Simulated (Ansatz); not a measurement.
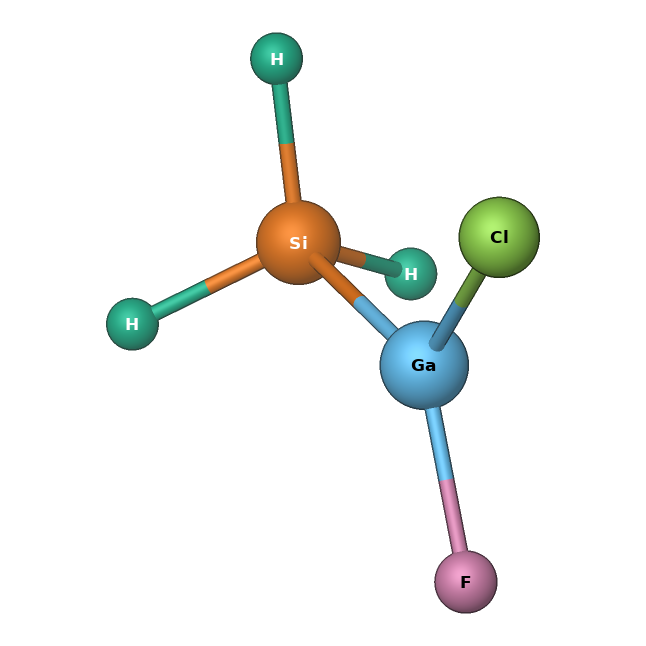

Rendered structure (ball-and-stick style).

The computed structure is the end point of a PBE0-D4/def2-TZVP optimisation.

**Count the atoms of each element.**

ClFGaH3Si, 7 atoms: 1 chlorine, 1 fluorine, 1 gallium, 3 hydrogen and 1 silicon.

**How many atoms are distinct by symmetry?**

6: 1 F, 1 Ga, 1 Si, 1 Cl, 1 H, 2 H.

**What is the point group of this geometry?**

Cs.

More results for the same structure follow; atom numbers are the same in all pictures, views and colours differ.

### Vibrations

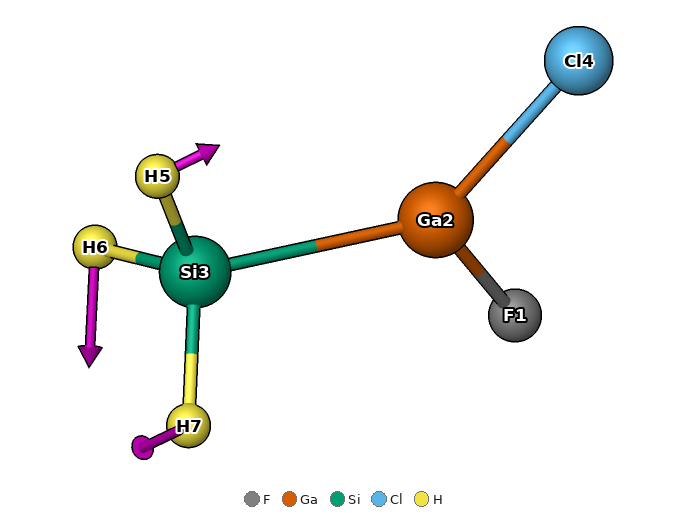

The arrows show one normal mode. Harmonic vibrations computed with RKS PBE0-D4/def2-TZVP (Ansatz 0.2.0) at a stationary point of the same level.

**What kind of motion is it?**

Mostly H–Si–H bending.

**Estimate its harmonic wavenumber.**

931 cm⁻¹; it is mode 11 of 15 counted from the lowest.

### Charges

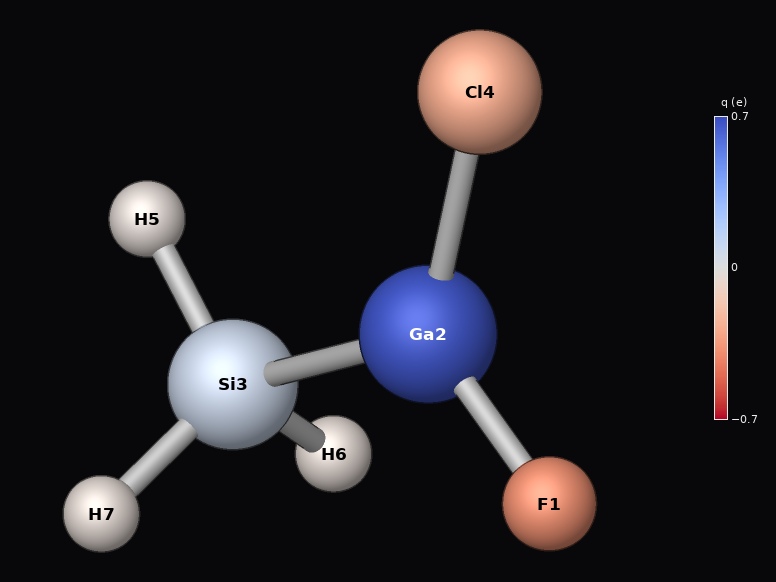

Atoms are coloured by their Mulliken charges. Method: RKS r2SCAN-D4/def2-TZVPP (Ansatz 0.2.0).

Give the Mulliken charges atom by atom.

```json
{"atom": "F1", "value (e)": "−0.37"}
{"atom": "Ga2", "value (e)": "0.66"}
{"atom": "Si3", "value (e)": "0.08"}
{"atom": "Cl4", "value (e)": "−0.27"}
{"atom": "H5", "value (e)": "−0.03"}
{"atom": "H6", "value (e)": "−0.03"}
{"atom": "H7", "value (e)": "−0.03"}
```

### Dipole moment

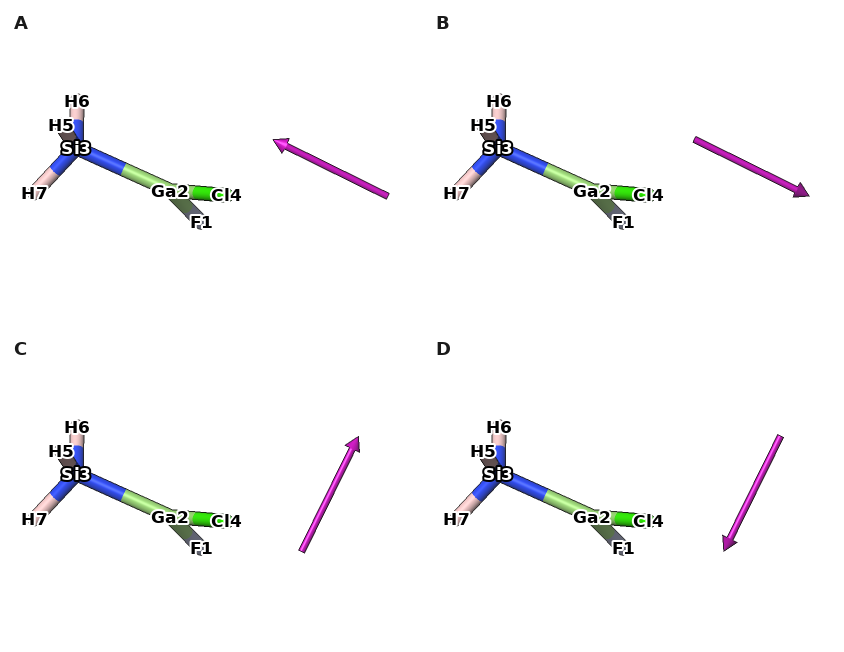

The same molecule four times, each with an arrow. Properties computed with RKS PBE0-D4/def2-TZVP (Ansatz 0.2.0).

**Which arrow points along the dipole moment, from the negative to the positive end?**

A. The dipole moment is 3.12 D; it points from the side of F1, Cl4 to the side of H5 (the outermost atoms at the two ends).

### Electronic properties

Properties computed with RKS BLYP-D4/def2-TZVPP (Ansatz 0.2.0).

**What is the HOMO energy (Kohn–Sham orbital)?**

−7.29 eV.

**Give the HOMO–LUMO gap at this level.**

4.74 eV.

**Give the dispersion correction at this level.**

−32.4 kJ/mol.

Mulliken values depend strongly on the basis set and can even reverse the polarity of a bond.
